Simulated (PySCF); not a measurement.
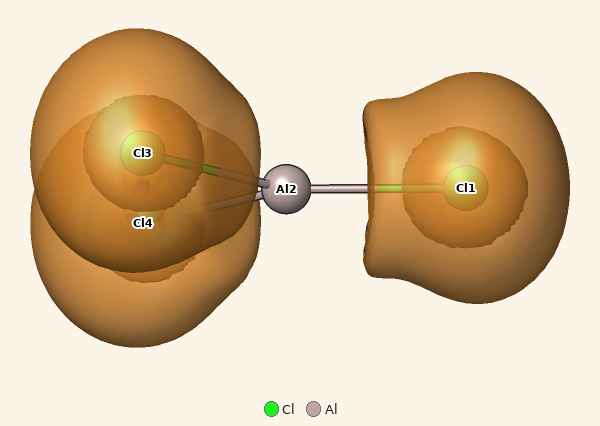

Figure. AlCl3 (SMILES [Cl][Al]([Cl])[Cl+]) (charge +1, doublet). Isosurface of the ELF at 0.75 (orange), seen from one side. Only the valence region is drawn (cores and ρ < 0.01 e/Å³ removed).

Geometry: PBE0-D3(BJ)/def2-SVP.

Method: PySCF 2.14.0, density-fitted response routines, DFT single point, gas phase, functional wB97X.

The calculation's input:

```
{"job": {"kind": "sp", "xc": "wB97X", "basis": "ma-def2-TZVP", "d3": "d3bj", "grid": 2}, "charge": 1, "multiplicity": 2}
Cl     2.190963    -0.763307     0.083850
Al     0.290513    -0.090705     0.000100
Cl    -0.763970     1.749906    -0.250154
Cl    -1.698675    -0.868373     0.071219
```

Run with:

```sh
OMP_NUM_THREADS=1 python redox_run.py task.json out
```

**What do the ELF domains correspond to?**

The ELF exceeds this value in three regions on Cl in which the atom's valence shell and bonds are merged. Profiles from the grid: Al–Cl (2.02 Å): the ELF peaks at about 0.85 in the valence shell of Cl, 0.9 Å from its nucleus, and is about 0.80 at the midpoint. Al–Cl (2.14 Å): the ELF peaks at about 0.85 in the valence shell of Cl, 0.9 Å from its nucleus, and is about 0.80 at the midpoint.
